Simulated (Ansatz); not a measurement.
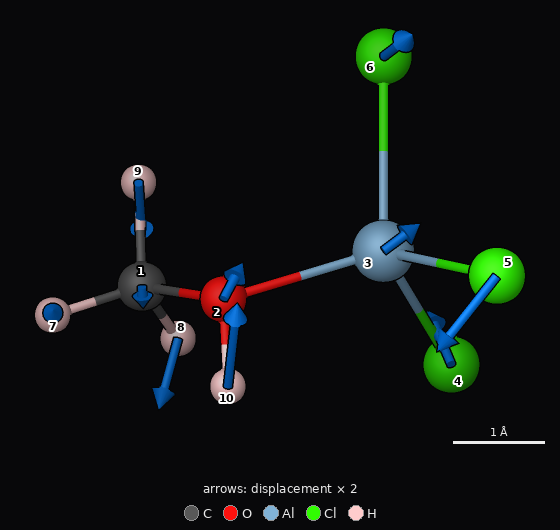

A relaxation of CH₄AlCl₃O (coarse preliminary run). The starting structure is drawn; blue arrows show the displacements, 2 times their true length. The two geometries are superimposed by the best rigid fit.

The picture is a ball-and-stick view, seen at a tilt.

The start comes from a force field.

Method: Ansatz, RKS PBE-D4/def2-SVP. Set-up: force threshold 0.03 eV/Å; at most 200 steps.

Q: What did the optimiser do to the structure, and how much energy did it gain?

A: The largest move after the best rigid fit is that of H10, 0.61 Å. Largest moves by element: H 0.61 Å, Cl 0.54 Å, O 0.28 Å, Al 0.27 Å, C 0.14 Å. Among the contacts that change: Al3–Cl6 2.216 → 2.117 Å, Al3–Cl5 2.220 → 2.137 Å, C1–H9 1.181 → 1.105 Å, O2–Al3 1.885 → 1.951 Å. Among the angles between lasting bonds that change: O2–Al3–Cl5 107.9° → 93.7°, C1–O2–Al3 112.5° → 124.5°, Cl5–Al3–Cl6 109.1° → 119.1°. Groups turn about O2–Al3 by about 35°. The energy falls by 0.640 eV in 15 accepted moves (16 points after the start). Largest force component: 2.9 eV/Å at the start, 0.013 eV/Å at the end. The line search rejected the trial step at point 2 of the run. Cost: 31 s on 4 threads of Arm Neoverse V2, on a shared host.
